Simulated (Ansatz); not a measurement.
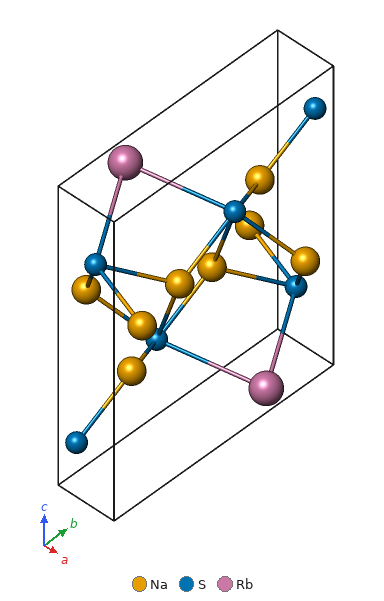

Drawn in the ball-and-stick manner and seen slightly off an axis. Atoms at the boundary of the simulation cell (the box) are drawn once for each face, edge or corner they touch.

```xyz
12
Lattice="0.0000 4.4254 0.0000 8.3617 -2.2127 0.0000 3.6049 0.0000 -8.1273" Properties=species:S:1:pos:R:3 pbc="T T T"
Na    3.1165    0.0000   -4.8845
Na    8.8502    2.2127   -3.2428
S     3.1333    2.2127   -6.3401
S     8.8334    0.0000   -1.7872
Na    2.8249    2.2127   -2.8925
Na    9.1418    0.0000   -5.2348
Na    5.1765    2.2127   -4.5407
Na    6.7902    0.0000   -3.5866
S     4.4249    0.0000   -2.4618
S     7.5417    2.2127   -5.6655
Rb    5.7069    0.0000   -7.7461
Rb    6.2598    2.2127   -0.3812
```

Theory: Ansatz 0.2.0, DFT, PAW plane waves, r2SCAN. Numerical settings: a cutoff energy of 500 eV, the zone sampled with 6×4×3 points, Fermi-Dirac smearing of 0.025 eV, no spin polarisation.

Question: How are the electrons shared out in a Bader analysis?

Answer: Rb +0.82 e; Na +0.79 e; S -1.61 to -1.57 e. The transfer is large, as in an ionic solid.

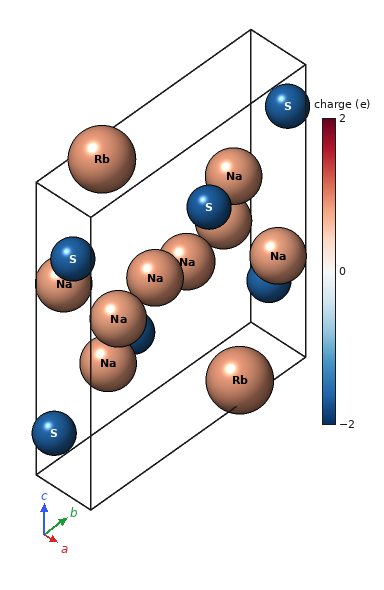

The atoms coloured by those charges.

The geometry is that of a generated cell, made by putting these elements into a known structure type (the compound may or may not exist in this form), without relaxation. It was the input of a calculation with Ansatz.

At this level of theory the cell isn't at rest (forces up to 0.8 eV/Å), so its distances can differ from those at equilibrium, the more so the softer the solid.
